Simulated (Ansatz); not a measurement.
# BTeH2 radical (SMILES [BH][TeH]): functionals against CCSD(T) at one geometry

A test off equilibrium: a structure displaced at random from a GFN2-xTB minimum is computed at several levels, and each is set against CCSD(T).

Method: single points in def2-TZVPP; program: Ansatz 0.2.0, Gaussian basis.

Correlated methods freeze the cores. Filled d shells of the heavier atoms are correlated. Core potentials replace the inner electrons past krypton, and spin-orbit coupling is left out. Orbitals are unrestricted.

## Step 1: The starting structure

SMILES `[BH][TeH]`, 4 atoms, charge 0, spin multiplicity 2.

Atoms are counted from 1 here; the program's logs count them from 0.

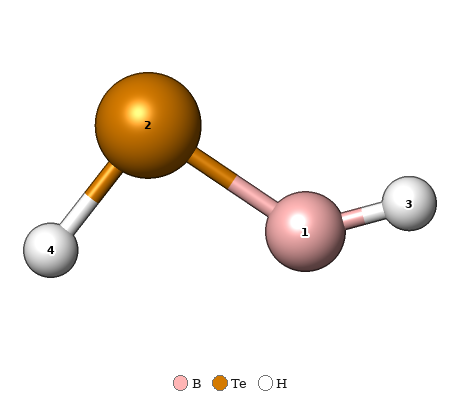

Start geometry, drawn with boron pink, tellurium orange, hydrogen white; atoms are numbered from 1 in the order of the file.

As a file:

```xyz
4
BH2Te
B    -0.0741   -0.8439    0.2871
Te    0.4123    1.1222   -0.0698
H     0.3640   -1.6089    1.0512
H    -0.7760    1.3125   -1.3000
```

## Step 2: CCSD(T)/def2-TZVPP

run/in.yaml

```yaml
crystal:
  periodic: [false, false, false]
  atoms:
    - {symbol: B, position_ang: [-0.074100, -0.843900, 0.287100]}
    - {symbol: Te, position_ang: [0.412300, 1.122200, -0.069800]}
    - {symbol: H, position_ang: [0.364000, -1.608900, 1.051200]}
    - {symbol: H, position_ang: [-0.776000, 1.312500, -1.300000]}
basis:
  gaussian: {orbitals: def2-TZVPP}
magnetization: {spin_polarized: true, initial_magnetization: 1}
correlation: {method: ccsd_t}
scf: {omitted_lower_state_checks: [cluster_reference]}
output: {forces: true}
```

The command line of these runs was not kept.

## Step 3: PBE0-D4/def2-TZVPP

Changes to run/in.yaml since step 2:

```diff
@@ -10,4 +10,3 @@
 magnetization: {spin_polarized: true, initial_magnetization: 1}
-correlation: {method: ccsd_t}
-scf: {omitted_lower_state_checks: [cluster_reference]}
-output: {forces: true}
+hamiltonian: {xc: pbe0, dispersion: d4}
+output: {forces: true, orbitals: {seedname: orbitals}}
```

## Step 4: wB97M-V/def2-TZVPP

Changes to run/in.yaml since step 3:

```diff
@@ -10,3 +10,3 @@
 magnetization: {spin_polarized: true, initial_magnetization: 1}
-hamiltonian: {xc: pbe0, dispersion: d4}
-output: {forces: true, orbitals: {seedname: orbitals}}
+hamiltonian: {xc: {name: wB97M-V}}
+output: {forces: true}
```

## Step 5: r2SCAN-D4/def2-TZVPP

Changes to run/in.yaml since step 4:

```diff
@@ -10,3 +10,3 @@
 magnetization: {spin_polarized: true, initial_magnetization: 1}
-hamiltonian: {xc: {name: wB97M-V}}
+hamiltonian: {xc: r2scan, dispersion: d4}
 output: {forces: true}
```

## Step 6: PBE-D4/def2-TZVPP

Changes to run/in.yaml since step 5:

```diff
@@ -10,3 +10,3 @@
 magnetization: {spin_polarized: true, initial_magnetization: 1}
-hamiltonian: {xc: r2scan, dispersion: d4}
+hamiltonian: {xc: pbe, dispersion: d4}
 output: {forces: true}
```

## Step 7: B97M-V/def2-TZVPP

Changes to run/in.yaml since step 6:

```diff
@@ -10,3 +10,3 @@
 magnetization: {spin_polarized: true, initial_magnetization: 1}
-hamiltonian: {xc: pbe, dispersion: d4}
+hamiltonian: {xc: {name: B97M-V}}
 output: {forces: true}
```

## Step 8: SPW92/def2-TZVPP

Changes to run/in.yaml since step 7:

```diff
@@ -10,3 +10,3 @@
 magnetization: {spin_polarized: true, initial_magnetization: 1}
-hamiltonian: {xc: {name: B97M-V}}
+hamiltonian: {xc: lda}
 output: {forces: true}
```

(Steps that only read results are left out.)

Before running it: what results should come out? Wanted: energy less free atoms, CCSD(T)/def2-TZVPP; RMS force component; RMS force error; HOMO and LUMO, PBE0-D4; T1 diagnostic.

As calculated:

| quantity | value |
| --- | --- |
| energy less free atoms, CCSD(T)/def2-TZVPP | -905.3 kJ/mol |
| RMS force component | 0.325 to 0.442 eV/Å over the methods |
| RMS force error | PBE0-D4 0.071, wB97M-V 0.078, r2SCAN-D4 0.091, PBE-D4 0.195, B97M-V 0.139, SPW92 0.285 eV/Å |
| HOMO and LUMO, PBE0-D4 | -5.93 and -1.92 eV |
| T1 diagnostic | 0.018 |

In words: Against CCSD(T) the functionals' energies less atoms differ by -189.8 to -13.4 kJ/mol, PBE-D4 by -63.0 kJ/mol. The reference is not at the basis limit: in triple zeta CCSD(T) underbinds, which counts against methods that bind more; the gaps are no ranking. The forces of PBE0-D4 come nearest to CCSD(T), those of SPW92 are farthest. Frozen-core CCSD(T) forces in triple zeta carry basis errors of their own, and this is one geometry, so small gaps rank nothing.
